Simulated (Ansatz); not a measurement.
# C2H7FSi: the cost of one run

All numbers below are computed with Ansatz 0.2.0 (RHF/6-31G).

## (1) The starting structure

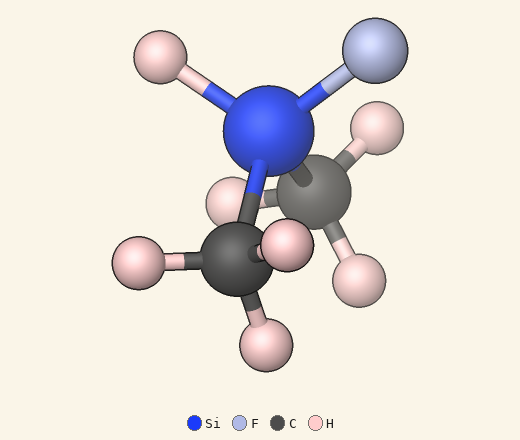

The starting structure, seen from a free direction (silicon blue, fluorine light blue, carbon dark grey, hydrogen pink).

Coordinates:

```xyz
11

Si    0.0000    0.0000    0.0000
F     0.0000    0.0000    1.5900
C     1.7634    0.0000   -0.6227
H     2.1111   -1.0463   -0.7509
H     1.8119    0.5276   -1.5981
H     2.4154    0.5187    0.1108
H    -0.6877    1.1914   -0.4862
C    -0.8808   -1.5259   -0.6227
H    -1.3804   -2.0377    0.2261
H    -1.6409   -1.2332   -1.3768
H    -0.1449   -2.2146   -1.0879
```

## (2) Relaxing the start

input.yaml reads:

```yaml
crystal:
  periodic: [false, false, false]
  atoms:
    - { symbol: Si, position_ang: [0.0, 0.0, 0.0] }
    - { symbol: F, position_ang: [0.0, 0.0, 1.59] }
    - { symbol: C, position_ang: [1.7634, 0.0, -0.6227] }
    - { symbol: H, position_ang: [2.1111, -1.0463, -0.7509] }
    - { symbol: H, position_ang: [1.8119, 0.5276, -1.5981] }
    - { symbol: H, position_ang: [2.4154, 0.5187, 0.1108] }
    - { symbol: H, position_ang: [-0.6877, 1.1914, -0.4862] }
    - { symbol: C, position_ang: [-0.8808, -1.5259, -0.6227] }
    - { symbol: H, position_ang: [-1.3804, -2.0377, 0.2261] }
    - { symbol: H, position_ang: [-1.6409, -1.2332, -1.3768] }
    - { symbol: H, position_ang: [-0.1449, -2.2146, -1.0879] }
basis:
  gaussian: { orbitals: "6-31G" }
hamiltonian:
  xc: hf
relax:
  f_tol: 0.02
  max_steps: 40
```

Started as:

```console
> ansatz run input.yaml --threads 1 --pin off --max-ram 2048MiB --backend cpu --events-out ev --progress --plain --runs-dir out
```

Q: Estimate wall time and peak memory on 1 thread of Arm Neoverse V2, shared host.

About 13 s, with a peak of 0.11 GiB.
